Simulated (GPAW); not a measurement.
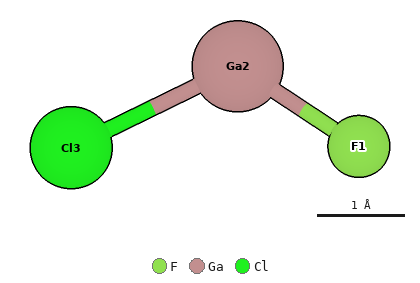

**Figure 1.** The structure as given in the input (ball-and-stick view, seen at a tilt; atoms are numbered from 1 in the order of the input). Sticks mark near contacts. Bond lengths as drawn: Cl–Ga 2.16 Å and F–Ga 1.76 Å.

**Property calculation, with input and output: GaClF**

GaClF, multiplicity 2, SMILES [F][Ga][Cl], computed with PBE/plane waves, UKS, scalar-relativistic datasets (GPAW 26.7.0).

The geometry comes from this level: PBE0-D4/def2-TZVP.

## The input (ClFGa.py)
```python
import numpy as np
from ase import Atoms
from ase.units import Debye
from gpaw import GPAW, PW

# Atomic positions
molecule = Atoms(['F', 'Ga', 'Cl'],
    positions=[[ -1.421100,   0.295900,  -0.754800],
               [  0.066400,   0.649600,   0.112200],
               [  1.343900,  -1.010300,   0.629300]])
molecule.center(vacuum=4.5)
molecule.set_initial_magnetic_moments([0.333333, 0.333333, 0.333333])

# Calculator
dft = GPAW(mode={'name': 'pw', 'ecut': 450},
           xc='PBE',
           occupations={'name': 'fermi-dirac', 'width': 0.02, 'fixmagmom': True},
           maxiter=100,
           symmetry='off',
           txt='-')
molecule.calc = dft

energy = molecule.get_potential_energy()
print(f'Energy = {energy:.5f} eV')
forces = molecule.get_forces()
print('Forces (eV/Ang)')
for symbol, f in zip(molecule.symbols, forces):
    print(f'{symbol:2} {f[0]:9.4f} {f[1]:9.4f} {f[2]:9.4f}')
dipole = molecule.get_dipole_moment() / Debye
print(f'Dipole = {np.linalg.norm(dipole):.3f} D')
```

Hardware: 1 thread of Arm Neoverse V1, 24 GiB of memory available, shared host.

Launch command:
```bash
OMP_NUM_THREADS=1 python ClFGa.py
```

## The program's output
```
__  _  _
 | _ |_)|_||  |
 |__||  | ||/\| - 26.7.0

units:  Angstrom and eV
cores:  1
OpenMP: False

Versions:
  Python: 3.12.14
  ASE:    3.29.0
  Numpy:  2.5.5
  Scipy:  1.18.1
  Libxc:  7.0.0

        _gpaw.cpython-312-aarch64-linux-gnu.so

Input parameters:
  mode=PW(ecut=450),
  maxiter=100,
  occupations=Occupations(name='fermi-dirac', width=0.02, fixmagmom=True),
  symmetry=Symmetry(point_group=False, time_reversal=False),
  xc=XC(name='PBE')

Diagonalizing LCAO Hamiltonian
Converting LCAO to pw mode
        .----------------------------.
       /|                            |
      / |                            |
     /  |                            |
    /   |                            |
   /    |                            |
  /     |                            |
 *      |                            |
 |      |                            |
 |      |           Ga               |
 |      |             Cl             |
 |      |       F                    |
 |      |                            |
 |      .----------------------------.
 |     /                            /
 |    /                            /
 |   /                            /
 |  /                            /
 | /                            /
 |/                            /
 *----------------------------*

Atoms  # Å, Bohr magnetons
|   | symbol |        x |        y |        z |    initial magnetic moments |
|---|--------|----------|----------|----------|-----------------------------|
| 0 |      F | 4.500000 | 5.806200 | 4.500000 | ( 0.0000,  0.0000,  0.3333) |
| 1 |     Ga | 5.987500 | 6.159900 | 5.367000 | ( 0.0000,  0.0000,  0.3333) |
| 2 |     Cl | 7.265000 | 4.500000 | 5.884100 | ( 0.0000,  0.0000,  0.3333) |

Unit cell  # Å
| periodic |         x |         y |         z |   lengths |    angles |
|----------|-----------|-----------|-----------|-----------|-----------|
|       no | 11.765000 |  0.000000 |  0.000000 | 11.765000 | 90.000000 |
|       no |  0.000000 | 10.659900 |  0.000000 | 10.659900 | 90.000000 |
|       no |  0.000000 |  0.000000 | 10.384100 | 10.384100 | 90.000000 |

Number of symmetries: 1
Symmetry operations  # r_c * U_cc + t_c -> r_c
|   | kind |            matrix            |
|---|------|------------------------------|
| 0 |  E   |  1, 0, 0,  0, 1, 0,  0, 0, 1 |

BZ-sampling:
  Number of BZ points: 1
  Number of IBZ points: 1

  Monkhorst-Pack size: [1, 1, 1]
  Monkhorst-Pack shift: [0, 0, 0]

K-points  # in reciprocal-cell coordinates
|   |                                coordinates |     weight |
|---|--------------------------------------------|------------|
| 0 | (  0.00000000,   0.00000000,   0.00000000) | 1.00000000 |

Plane wave coefficients: 14112
Cutoff: 450.00000000000006 eV

Spin-components: 2 (collinear spins)
Bands:           12
Projectors:      15
Spin-degeneracy: 1
Datatype:        float64

  Storage: CPU
  Wave functions: 5_419_008 bytes (5_419_008 per core)
  Projectors: 6_096_384 bytes (6_096_384 per core)

Parallelization:
  kpt:    1
  domain: 1
  band:   1

Density:
  Valence electrons: 17.0
  Components: 2
  Grid points: [60 54 54]
  Charge: 0.0  # |e|

Potential:
  Grid points: [60 54 54]

species:
  F:
    name:    Fluorine
    Z:       9.0
    valence: 7
    core:    2
    charge:  0.0  # [|e|]
    file:    F.PBE.gz
    compensation charges:
      type: gauss
      rc: 0.20  # [Å]
      lmax: 2
    cutoffs:
      filter: 1.14  # [Å]
      core: 0.74  # [Å]
    projectors
    | kind |    occ | energy [eV] | rcut [Å] |
    |------|--------|-------------|----------|
    |   2s |  2.000 |     -29.898 |    0.635 |
    |   2p |  5.000 |     -11.110 |    0.635 |
    |    s |        |      -2.687 |    0.635 |
    |    p |        |      16.102 |    0.635 |
    |    d |        |       0.000 |    0.635 |

    Using partial waves for F as LCAO basis

  Ga:
    name:    Gallium
    Z:       31.0
    valence: 3
    core:    28
    charge:  0.0  # [|e|]
    file:    Ga.PBE.gz
    compensation charges:
      type: gauss
      rc: 0.37  # [Å]
      lmax: 2
    cutoffs:
      filter: 2.06  # [Å]
      core: 4.17  # [Å]
    projectors
    | kind |    occ | energy [eV] | rcut [Å] |
    |------|--------|-------------|----------|
    |   4s |  2.000 |      -8.945 |    1.164 |
    |   4p |  1.000 |      -2.580 |    1.164 |
    |    s |        |      18.266 |    1.164 |
    |    p |        |      24.631 |    1.164 |
    |    d |        |       0.000 |    1.164 |

    Using partial waves for Ga as LCAO basis

  Cl:
    name:    Chlorine
    Z:       17.0
    valence: 7
    core:    10
    charge:  0.0  # [|e|]
    file:    Cl.PBE.gz
    compensation charges:
      type: gauss
      rc: 0.25  # [Å]
      lmax: 2
    cutoffs:
      filter: 1.40  # [Å]
      core: 1.49  # [Å]
    projectors
    | kind |    occ | energy [eV] | rcut [Å] |
    |------|--------|-------------|----------|
    |   3s |  2.000 |     -20.689 |    0.794 |
    |   3p |  5.000 |      -8.594 |    0.794 |
    |    s |        |       6.523 |    0.794 |
    |    p |        |      18.617 |    0.794 |
    |    d |        |       0.000 |    0.794 |

    Using partial waves for Cl as LCAO basis

Reference energy: -68153.701710  # eV

eigensolver:
  PPCG
  Converge bands: occupied
  niter=2

density mixing:
  MSR1-Mixer
  Pratt-step length: 0.05
  Maximum mixing coefficient: 0.75
  Old densities: 10
  SVD Regularization: 0.005
  Good broyden scale: 1.0
  Trust region scale: 1.0
  Backstep threshold: 4.0
  History deletion threshold: 6.0
  Fourier metric: weight=20.0, sigma=0.015

occupation numbers:
  Fixed magnetic moment: 1.000
  Fermi-Dirac:
    width: 0.0200  # eV

poisson solver:
  ecut: 3600.0000000000005  # eV

xc functional:
  name: PBE with 2 nearest neighbor stencil

Initialization done in: 1.209 s

convergence criteria:
- Maximum [total energy] change in last 3 cyles: 0.0005 eV / valence electron
- Maximum integral of absolute [dens]ity change: 0.0001 electrons / valence electron
- Maximum integral of absolute [eigenst]ate change: 4e-08 eV^2 / valence electron
maximum number of iterations: 100

SCF iterations
|iter     |     time |      energy | eigst |  dens |  magmom |
|---------|----------|-------------|-------|-------|---------|
|iter:   1| 00:00:01 |   -9.929300 | -0.29 |       |  +0.9855|
|iter:   2| 00:00:03 |   -9.650784 | -1.67 | -0.75 |  +0.9862|
|iter:   3| 00:00:04 |   -8.870457 | -0.75 | -0.79 |  +0.9934|
|iter:   4| 00:00:05 |   -8.888837 | -2.12 | -1.19 |  +0.9962|
|iter:   5| 00:00:07 |   -8.902874 | -2.81 | -1.43 |  +0.9990|
|iter:   6| 00:00:08 |   -8.904188 | -3.45 | -1.90 |  +0.9998|
|iter:   7| 00:00:10 |   -8.904509c| -4.51 | -2.42 |  +1.0000|
|iter:   8| 00:00:11 |   -8.904521c| -5.62 | -3.06 |  +1.0000|
|iter:   9| 00:00:12 |   -8.904524c| -6.53 | -3.53 |  +1.0000|
|iter:  10| 00:00:14 |   -8.904524c| -7.49c| -4.18c|  +1.0000|

Converged in 10 steps
SCF loop duration: 12.812 s (1.281 s/step)
Energy contributions relative to reference atoms: (reference = -68153.701710)

Energy contributions:
  Kinetic:          19.567293
  Coulomb:         -17.903931
  Zero:              0.308099
  External:          0.000000
  Xc:              -10.875985
  Entropy:          -0.000000
  Spinorbit:         0.000000
  ----------------------------
  Free energy:      -8.904524
  Extrapolated:     -8.904524

dipole moment: (0.179097, 0.351726, 0.140117)  # |e|*Ang

Total magnetic moment: (0.000000, 0.000000, 1.000000)

Local magnetic moments
|        x |        y |        z |
|----------|----------|----------|
| 0.000000 | 0.000000 | 0.092340 |  # F    0
| 0.000000 | 0.000000 | 0.282574 |  # Ga   1
| 0.000000 | 0.000000 | 0.101203 |  # Cl   2

Fermi levels: -5.689, -5.211
Eigenvalues  # (at kpt = [0.000, 0.000, 0.000])
| band index |      eig [eV] | occ [0-1] |      eig [eV] | occ [0-1] |
|------------|---------------|-----------|---------------|-----------|
|          0 |       -28.185 |     1.000 |       -27.969 |     1.000 |
|          1 |       -20.308 |     1.000 |       -20.084 |     1.000 |
|          2 |       -11.755 |     1.000 |       -11.388 |     1.000 |
|          3 |        -9.819 |     1.000 |        -9.455 |     1.000 |
|          4 |        -9.175 |     1.000 |        -9.081 |     1.000 |
|          5 |        -9.084 |     1.000 |        -8.918 |     1.000 |
|          6 |        -7.960 |     1.000 |        -7.877 |     1.000 |
|          7 |        -7.858 |     1.000 |        -7.751 |     1.000 |
|          8 |        -5.979 |     1.000 |        -4.921 |     0.000 |
|          9 |        -2.241 |     0.000 |        -1.619 |     0.000 |
|         10 |        -0.404 |     0.000 |        -0.155 |     0.000 |
|         11 |         0.070 |     0.000 |         0.225 |     0.000 |

Gap: 1.058 eV
Transition (v -> c):
  (s=0, k=0, n=8, [0.00, 0.00, 0.00]) -> (s=1, k=0, n=8, [0.00, 0.00, 0.00])
No difference between direct/indirect transitions
vacuum-level: 0.371  # V
Energy = -8.90452 eV

Forces  # eV/Ang
|        x |        y |        z |
|----------|----------|----------|
| -1.65478 | -0.38493 | -0.97481 |  # F    0
|  1.25087 |  0.88376 |  0.80134 |  # Ga   1
|  0.41080 | -0.50967 |  0.17077 |  # Cl   2

Force computation time: 0.207  # s
Forces (eV/Ang)
F    -1.6548   -0.3849   -0.9748
Ga    1.2509    0.8838    0.8013
Cl    0.4108   -0.5097    0.1708
Dipole = 2.012 D
```

## Results in brief

| quantity | value |
| --- | --- |
| outcome | converged |
| energy relative to the program's reference atoms | −8.9045 eV |
| largest force | 1.959 eV/Å |
| dipole moment | 2.01 D |
| wall time | 15 s |
| peak memory | 0.57 GiB |
